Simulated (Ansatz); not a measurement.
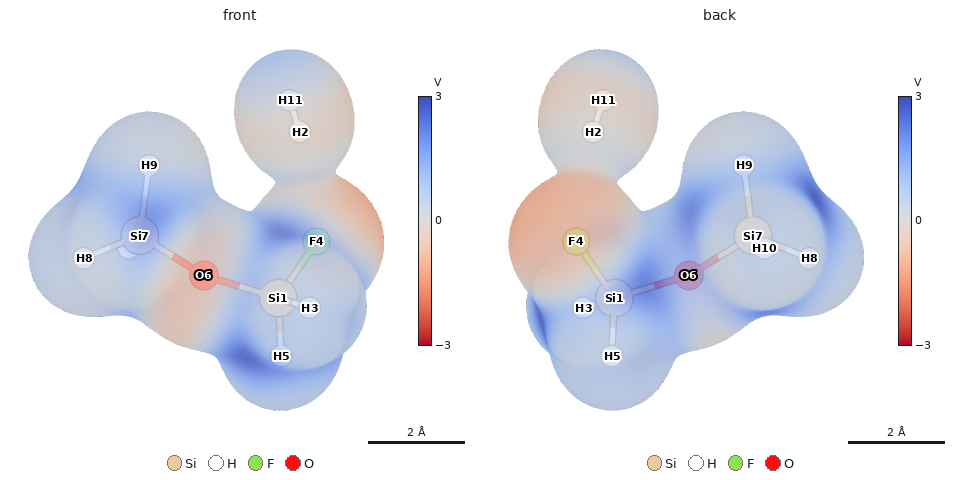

FH5OSi2···H2. The electrostatic potential painted on the density surface at 0.004 e/bohr³, seen from the front and from behind; red is negative and blue positive.

Level of theory: RKS PBE0-D4/def2-SVP in Ansatz 0.2.0.

```yaml
atoms:
  - { symbol: Si, position_ang: [-0.0996, -0.3935, -0.7515] }
  - { symbol: H, position_ang: [-0.8372, 1.1373, 2.3028] }
  - { symbol: H, position_ang: [1.0597, -1.1615, -0.2359] }
  - { symbol: F, position_ang: [-0.1130, 1.0544, -0.0134] }
  - { symbol: H, position_ang: [-0.0179, -0.1347, -2.2120] }
  - { symbol: O, position_ang: [-1.4823, -1.1850, -0.3827] }
  - { symbol: Si, position_ang: [-3.1088, -1.1544, -0.0350] }
  - { symbol: H, position_ang: [-3.6352, -2.5388, -0.1867] }
  - { symbol: H, position_ang: [-3.3209, -0.6829, 1.3629] }
  - { symbol: H, position_ang: [-3.8180, -0.2429, -0.9816] }
  - { symbol: H, position_ang: [-1.0934, 1.0230, 3.0108] }
```

### Which sites attract a positive test charge, and which a negative one?

A positive charge is drawn to the negative regions and a negative charge to the positive ones. The most negative region (about −1.0 V) lies over F4, the most positive (about +2.6 V) over Si1 and Si7.
